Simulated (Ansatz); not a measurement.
Input

```
crystal:
  periodic: [false, false, false]
  atoms:
    - { symbol: O, position_ang: [-1.5954, -1.4091, -0.3652] }
    - { symbol: C, position_ang: [-1.0115, -1.0506, 0.6159] }
    - { symbol: "N", position_ang: [0.0117, -0.1863, 0.6626] }
    - { symbol: Si, position_ang: [0.6975, 0.6324, -0.7453] }
    - { symbol: Cl, position_ang: [0.61427, -0.52971, -2.33867] }
    - { symbol: Br, position_ang: [2.84361, 1.04631, -0.21325] }
    - { symbol: H, position_ang: [-1.222, -1.4591, 1.6154] }
    - { symbol: H, position_ang: [0.5558, 0.0422, 1.5339] }
    - { symbol: H, position_ang: [-0.02304, 1.85816, -0.9885] }
basis:
  gaussian: { orbitals: def2-SVP }
hamiltonian:
  xc: pbe
relax:
  f_tol: 0.015
  max_steps: 40
output:
  orbitals: {}
```

Command:

```sh
ansatz run input.yaml --threads 2 --pin off --max-ram 3072MiB --backend cpu --events-out ev --progress --plain --runs-dir out
```

The fields are those of the run's last geometry, not of the input's.

Theory: RKS PBE/def2-SVP in Ansatz 0.2.0.

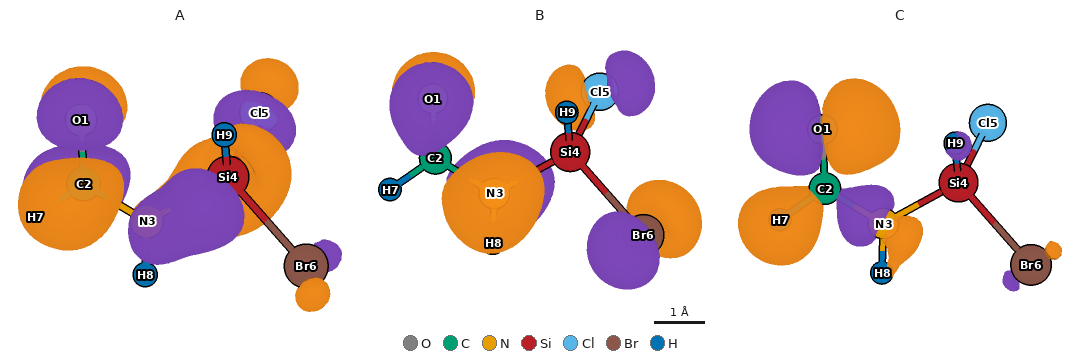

CH₃BrClNOSi (SMILES O=CN[SiH](Cl)Br). Three frontier orbitals at ±0.1 Å⁻³ᐟ² (orange and purple are the two phases), in no order.

Which picture is the HOMO−1, the HOMO and the LUMO?

B is the HOMO−1 (−7.09 eV). Its weight (Hirshfeld) is mainly on N3 (about 40 %), O1 (about 25 %), Br6 (about 10 %), C2 (about 5 %) and Cl5 (about 5 %); largely a combination of lone pairs on N3, O1, Br6 and Cl5. C is the HOMO (−6.34 eV). Its weight (Hirshfeld) is mainly on O1 (about 65 %), C2 (about 10 %), H7 (about 10 %) and N3 (about 5 %); largely a lone pair of O1. A is the LUMO (−1.45 eV). Its weight (Hirshfeld) is mainly on C2 (about 35 %), O1 (about 25 %), Si4 (about 15 %), N3 (about 10 %) and Cl5 (about 5 %).

What is the HOMO–LUMO gap?

4.89 eV between the orbital energies.
